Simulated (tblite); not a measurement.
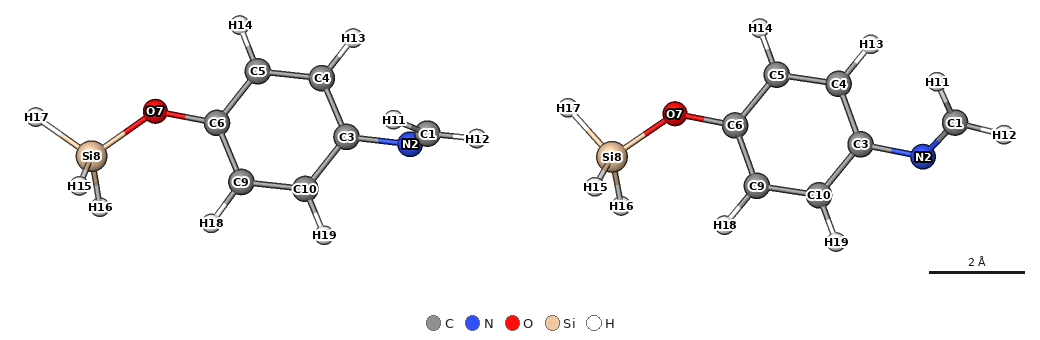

Two geometries of C$_{7}$H$_{9}$NOSi, drawn at one scale. One is the start of a relaxation, the other its converged end. A ball-and-stick model, seen from a free direction.

Method: tblite, GFN2-xTB geometry optimisation, gas phase. 

Q: Which geometry has the lower energy?

A: The right one is the relaxed one. The atom that moves furthest after the best rigid fit is H11 (1.04 Å). Largest moves by element: H 1.04 Å, N 0.39 Å, C 0.34 Å, Si 0.12 Å, O 0.06 Å. Some distances before and after: Si8–H17 1.490 → 1.454 Å, C1–N2 1.287 → 1.255 Å, O7–Si8 1.654 → 1.625 Å, Si8–H15 1.489 → 1.465 Å. Among the angles between lasting bonds that change: O7–Si8–H17 109.7° → 98.9°, C1–N2–C3 117.0° → 123.3°, H15–Si8–H17 108.8° → 113.3°. Groups turn about N2–C3 by about 45°. After 114 geometry steps the energy has fallen by 0.289 eV. The run took 0.68 s on 1 thread of AMD EPYC 9R45 96-Core Processor, with other jobs on the host.
